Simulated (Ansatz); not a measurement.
System: C2H3Si (SMILES [C-]#C[SiH3]) (charge −1).

```xyz
6

C    -3.6848   -1.2924   -2.7199
C    -2.9656   -0.4142   -2.1832
Si   -1.9459    0.8317   -1.4243
H    -2.5630    1.5091   -0.2214
H    -0.6140    0.3335   -0.9101
H    -1.5720    1.9828   -2.3308
```

Geometry: PBE0-D3(BJ)/def2-SVPD.

The calculation used Ansatz 0.2.0, isolated molecule in a Gaussian basis; Kohn-Sham density functional theory, functional PBE0.

Predict the electron density and electron localisation function between the atoms.

Answer. C–C (1.26 Å): the density is about 2.7 e/Å³ at the midpoint; the ELF peaks at about 0.90 between the atoms; a short, multiple covalent bond.
C–Si (1.78 Å): ρ at the midpoint is about 1 e/Å³; the ELF peaks at about 0.95 between the atoms (localised, covalent bonding).
Si–H (1.51 Å): ρ at the midpoint is about 0.76 e/Å³; the ELF climbs to about 1 towards the hydrogen, as it does in any bond to H.

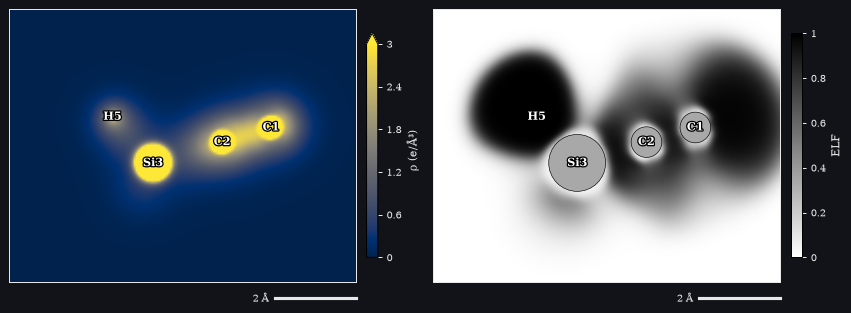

Computed electron density and electron localisation function on the plane of atoms C2, Si3 and H5, in this order. Grey discs cover the atomic cores in the ELF map. 
